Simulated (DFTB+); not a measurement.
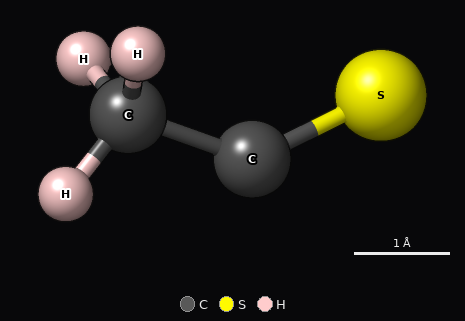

Figure 1. The structure as given in the input (ball-and-stick view, seen at a tilt). Bond lengths as drawn: C–C 1.46 Å, C–H 1.09 Å and C–S 1.57 Å.

C₂H₃S: geometry relaxation (part 1 of 2)

C₂H₃S, multiplicity 2, computed with DFTB2, R-SCC (DFTB+ 25.1).

The geometry comes from this level: GFN2-xTB.

Input (dftb_in.hsd)
```
Geometry = {
  TypeNames = {
    "C" "S" "H"
  }
  TypesAndCoordinates [Angstrom] = {
    1 -0.346380 0.309820 -0.233500
    1 0.206870 -0.890160 0.383440
    2 1.579630 -1.298300 1.037820
    3 -1.386870 0.160740 -0.523040
    3 0.233690 0.564840 -1.123230
    3 -0.286940 1.153060 0.458510
  }
}
Driver = GeometryOptimisation {
  Optimiser = LBFGS {}
  MaxSteps = 100
  Convergence = {
    GradElem = 0.001
  }
  AppendGeometries = Yes
}
Hamiltonian = DFTB {
  SCC = Yes
  SlaterKosterFiles = Type2FileNames {
    Prefix = "slakos/"
    Separator = ""
    Suffix = ".spl"
    LowerCaseTypeName = Yes
  }
  MaxAngularMomentum = {
    C = "p"
    S = "d"
    H = "s"
  }
  Charge = 0
  Filling = Fermi {
    Temperature [K] = 300
  }
  SpinPolarisation = Colinear {
    UnpairedElectrons = 1
  }
  SpinConstants = {
    ShellResolvedSpin = No
    C = 0.0
    S = 0.0
    H = 0.0
  }
}
Analysis = {
  PrintForces = Yes
}
Options = {
  WriteResultsTag = Yes
}
ParserOptions = {
  ParserVersion = 14
}
```

Launched with:
```bash
dftb+ > dftb.out
```

What the program printed
```
|  DFTB+ development version (commit: a23bfb2)

Reading input file 'dftb_in.hsd'
Parser version: 14

--------------------------------------------------------------------------------
Reading SK-files:
./slakos/cc.spl
./slakos/cs.spl
./slakos/ch.spl
./slakos/ss.spl
./slakos/sh.spl
./slakos/hh.spl
Done.

Processed input in HSD format written to 'dftb_pin.hsd'

Starting initialization...
--------------------------------------------------------------------------------
OpenMP threads:              1
Chosen random seed:          2004041
Current stacksize:           unlimited
Mode:                        Geometry optimisation relaxation
Self consistent charges:     Yes
SCC-tolerance:                 0.100000E-04
Max. scc iterations:                    100
Shell resolved Hubbard:      No
Spin polarisation:           Yes
Nr. of up electrons:             9.000000
Nr. of down electrons:           8.000000
Periodic boundaries:         No
Electronic solver:           Relatively robust
Mixer:                       Broyden mixer
Mixing parameter:                  0.200000
Nr. of chrg. vec. in memory:            100
Max. SCC-cycles:                        100
Max. nr. of geometry steps:             100
Electronic temperature:              0.950045E-03 H      0.258520E-01 eV
Initial charges:             Set automatically (system chrg:   0.000E+00)
Included shells:             C:  s, p
                             S:  s, p, d
                             H:  s
Spin coupling constants:     C   1(s)-1(s):   0.000000E+00
                             C   1(s)-2(p):   0.000000E+00
                             C   2(p)-1(s):   0.000000E+00
                             C   2(p)-2(p):   0.000000E+00
                             S   1(s)-1(s):   0.000000E+00
                             S   1(s)-2(p):   0.000000E+00
                             S   1(s)-3(d):   0.000000E+00
                             S   2(p)-1(s):   0.000000E+00
                             S   2(p)-2(p):   0.000000E+00
                             S   2(p)-3(d):   0.000000E+00
                             S   3(d)-1(s):   0.000000E+00
                             S   3(d)-2(p):   0.000000E+00
                             S   3(d)-3(d):   0.000000E+00
                             H   1(s)-1(s):   0.000000E+00
Extra options:
                             Mulliken analysis
                             Force calculation
Force type                   original

--------------------------------------------------------------------------------

***  Geometry step: 0

 iSCC Total electronic   Diff electronic      SCC error
    1   -0.70389313E+01    0.00000000E+00    0.48317516E+00
    2   -0.70223936E+01   -0.70389313E+01    0.31808014E+00
    3   -0.70426204E+01    0.16537690E-01    0.89297389E-01
    4   -0.70443357E+01   -0.20226863E-01    0.12838195E-01
    5   -0.70444698E+01   -0.17153020E-02    0.38983945E-02
    6   -0.70444735E+01   -0.13410143E-03    0.16920821E-02
    7   -0.70444742E+01   -0.36968149E-05    0.93457656E-04
    8   -0.70444742E+01   -0.71310515E-06    0.19175334E-03
    9   -0.70444742E+01    0.12401813E-08    0.12421052E-05

Total Energy:                       -6.9163946731 H         -188.2047 eV
Extrapolated to 0K:                 -6.9163946925 H         -188.2047 eV
Total Mermin free energy:           -6.9163947118 H         -188.2047 eV
Force related energy:               -6.9163947118 H         -188.2047 eV

total energy  -6.9163947E+00 H       energy change -6.9163947E+00 H
gradient norm  3.0687922E-02 H/a0    max. gradient  2.0929441E-02 H/a0
step length    0.0000000E+00 a0      max. step      0.0000000E+00 a0

--------------------------------------------------------------------------------

***  Geometry step: 1

 iSCC Total electronic   Diff electronic      SCC error
    1   -0.70501570E+01    0.00000000E+00    0.10394568E-01
    2   -0.70501724E+01   -0.56827436E-02    0.80020326E-02
    3   -0.70501742E+01   -0.15403315E-04    0.51802280E-02
    4   -0.70501744E+01   -0.18152254E-05    0.28709165E-03
    5   -0.70501745E+01   -0.23457623E-06    0.79737030E-04
    6   -0.70501745E+01   -0.53404116E-07    0.34450309E-04
    7   -0.70501745E+01   -0.29488589E-08    0.28689217E-06

Total Energy:                       -6.9168876308 H         -188.2181 eV
Extrapolated to 0K:                 -6.9168876586 H         -188.2181 eV
Total Mermin free energy:           -6.9168876865 H         -188.2181 eV
Force related energy:               -6.9168876865 H         -188.2181 eV

total energy  -6.9168877E+00 H       energy change -4.9297468E-04 H
gradient norm  1.1495870E-02 H/a0    max. gradient  5.0165187E-03 H/a0
step length    3.0687922E-02 a0      max. step      2.0929441E-02 a0

--------------------------------------------------------------------------------

***  Geometry step: 2

 iSCC Total electronic   Diff electronic      SCC error
    1   -0.70491545E+01    0.00000000E+00    0.17466953E-02
    2   -0.70491549E+01    0.10199847E-02    0.12911103E-02
    3   -0.70491550E+01   -0.42654872E-06    0.73352108E-03
    4   -0.70491550E+01   -0.59701701E-07    0.72766971E-04
    5   -0.70491550E+01   -0.90468690E-08    0.52169378E-05

Total Energy:                       -6.9170023996 H         -188.2212 eV
Extrapolated to 0K:                 -6.9170024324 H         -188.2212 eV
Total Mermin free energy:           -6.9170024652 H         -188.2212 eV
Force related energy:               -6.9170024652 H         -188.2212 eV

total energy  -6.9170025E+00 H       energy change -1.1477869E-04 H
gradient norm  8.2161949E-03 H/a0    max. gradient  4.4722434E-03 H/a0
step length    1.3086875E-02 a0      max. step      6.2804050E-03 a0

--------------------------------------------------------------------------------

***  Geometry step: 3

 iSCC Total electronic   Diff electronic      SCC error
    1   -0.70461852E+01    0.00000000E+00    0.32352633E-02
    2   -0.70461870E+01    0.29698487E-02    0.23747259E-02
    3   -0.70461872E+01   -0.17999513E-05    0.14209085E-02
    4   -0.70461872E+01   -0.21559897E-06    0.11604704E-03
    5   -0.70461872E+01   -0.21330796E-07    0.68574981E-05

Total Energy:                       -6.9171529454 H         -188.2253 eV
Extrapolated to 0K:                 -6.9171529935 H         -188.2253 eV
Total Mermin free energy:           -6.9171530416 H         -188.2253 eV
Force related energy:               -6.9171530416 H         -188.2253 eV

total energy  -6.9171530E+00 H       energy change -1.5057643E-04 H
gradient norm  7.0309563E-03 H/a0    max. gradient  3.4461822E-03 H/a0
step length    3.0820739E-02 a0      max. step      1.4613121E-02 a0

--------------------------------------------------------------------------------

***  Geometry step: 4

 iSCC Total electronic   Diff electronic      SCC error
    1   -0.70447316E+01    0.00000000E+00    0.13090804E-02
    2   -0.70447319E+01    0.14556042E-02    0.11497995E-02
    3   -0.70447319E+01   -0.30427000E-06    0.88803157E-03
    4   -0.70447319E+01   -0.32110171E-07    0.61456381E-04
    5   -0.70447319E+01   -0.37578944E-08    0.29670605E-05

Total Energy:                       -6.9172220948 H         -188.2272 eV
Extrapolated to 0K:                 -6.9172221576 H         -188.2272 eV
Total Mermin free energy:           -6.9172222204 H         -188.2272 eV
Force related energy:               -6.9172222204 H         -188.2272 eV

total energy  -6.9172222E+00 H       energy change -6.9178792E-05 H
gradient norm  6.9170055E-03 H/a0    max. gradient  3.3279201E-03 H/a0
step length    2.0754764E-02 a0      max. step      1.1787535E-02 a0

--------------------------------------------------------------------------------

***  Geometry step: 5

 iSCC Total electronic   Diff electronic      SCC error
    1   -0.70437115E+01    0.00000000E+00    0.23555849E-02
    2   -0.70437120E+01    0.10204055E-02    0.19499292E-02
    3   -0.70437120E+01   -0.42341624E-06    0.13261548E-02
    4   -0.70437120E+01   -0.47205242E-07    0.63975570E-04
    5   -0.70437120E+01   -0.11630148E-07    0.41830439E-05

Total Energy:                       -6.9173056865 H         -188.2295 eV
Extrapolated to 0K:                 -6.9173057826 H         -188.2295 eV
Total Mermin free energy:           -6.9173058786 H         -188.2295 eV
Force related energy:               -6.9173058786 H         -188.2295 eV

total energy  -6.9173059E+00 H       energy change -8.3658244E-05 H
gradient norm  6.0011492E-03 H/a0    max. gradient  3.2282577E-03 H/a0
step length    3.1771040E-02 a0      max. step      1.9150303E-02 a0

--------------------------------------------------------------------------------

***  Geometry step: 6

 iSCC Total electronic   Diff electronic      SCC error
    1   -0.70444080E+01    0.00000000E+00    0.22599658E-02
    2   -0.70444082E+01   -0.69598838E-03    0.17523706E-02
    3   -0.70444082E+01   -0.17328805E-06    0.84781337E-03
    4   -0.70444082E+01   -0.15480208E-07    0.41667379E-04
    5   -0.70444082E+01   -0.16327683E-07    0.10277747E-04
    6   -0.70444082E+01   -0.13683152E-08    0.59837644E-05

Total Energy:                       -6.9173600229 H         -188.2309 eV
Extrapolated to 0K:                 -6.9173601569 H         -188.2309 eV
Total Mermin free energy:           -6.9173602908 H         -188.2310 eV
Force related energy:               -6.9173602908 H         -188.2310 eV

total energy  -6.9173603E+00 H       energy change -5.4412190E-05 H
gradient norm  5.3281395E-03 H/a0    max. gradient  2.7993298E-03 H/a0
step length    2.3505839E-02 a0      max. step      1.4081260E-02 a0

--------------------------------------------------------------------------------

***  Geometry step: 7

 iSCC Total electronic   Diff electronic      SCC error
    1   -0.70465032E+01    0.00000000E+00    0.29093644E-02
    2   -0.70465034E+01   -0.20949499E-02    0.22639821E-02
    3   -0.70465034E+01   -0.21708680E-06    0.84361658E-03
    4   -0.70465034E+01   -0.24192408E-08    0.45829282E-04
    5   -0.70465034E+01   -0.33058894E-07    0.96994101E-05

Total Energy:                       -6.9174122862 H         -188.2324 eV
Extrapolated to 0K:                 -6.9174124788 H         -188.2324 eV
Total Mermin free energy:           -6.9174126713 H         -188.2324 eV
Force related energy:               -6.9174126713 H         -188.2324 eV

total energy  -6.9174127E+00 H       energy change -5.2380490E-05 H
gradient norm  4.9790723E-03 H/a0    max. gradient  2.1420591E-03 H/a0
step length    2.5464478E-02 a0      max. step      1.4144744E-02 a0

--------------------------------------------------------------------------------

***  Geometry step: 8

 iSCC Total electronic   Diff electronic      SCC error
    1   -0.70487576E+01    0.00000000E+00    0.25437344E-02
    2   -0.70487577E+01   -0.22541388E-02    0.19762723E-02
    3   -0.70487577E+01   -0.17788121E-06    0.74149305E-03
    4   -0.70487578E+01    0.63838916E-08    0.26558530E-04
    5   -0.70487578E+01   -0.26572714E-07    0.42352649E-05
```
